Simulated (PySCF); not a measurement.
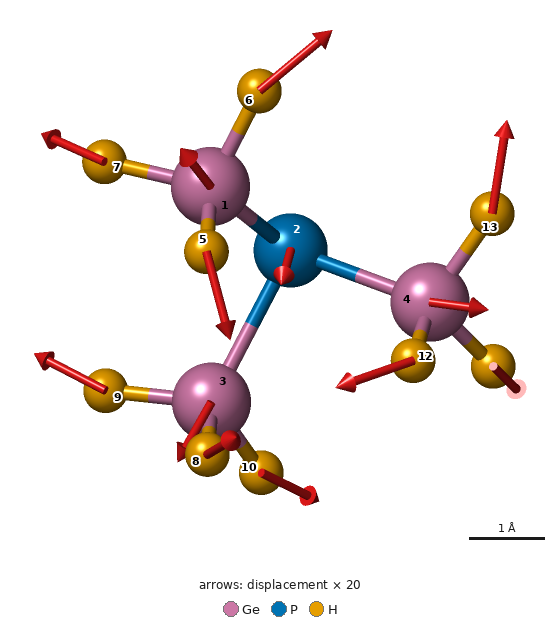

This is a relaxation of Ge₃PH₉. The starting structure is drawn; red arrows show the displacements, magnified 20 times. The two geometries are superimposed by the best rigid fit.

The picture is a ball-and-stick view, seen at a tilt.

The start comes from GFN2-xTB.

Computed with PySCF, PBE0-D3(BJ)/def2-SVP geometry optimisation, gas phase. 

What happened in the run?

The energy falls by 0.194 eV in 3 geometry steps. The largest moves after the best rigid fit, 0.064 Å, are those of H atoms. By element the largest moves are H 0.064 Å, Ge 0.048 Å, P 0.041 Å. Some distances before and after: Ge–H 1.503 → 1.539 Å, Ge–P 2.301 → 2.323 Å. Among the angles between lasting bonds that change: P–Ge–H 116.7° → 112.3°, H–Ge–H 106.4° → 109.4°, H–Ge–H 106.9° → 109.6°. The run took 77 s on 1 thread of Intel(R) Xeon(R) Platinum 8259CL CPU @ 2.50GHz, with other jobs on the host.
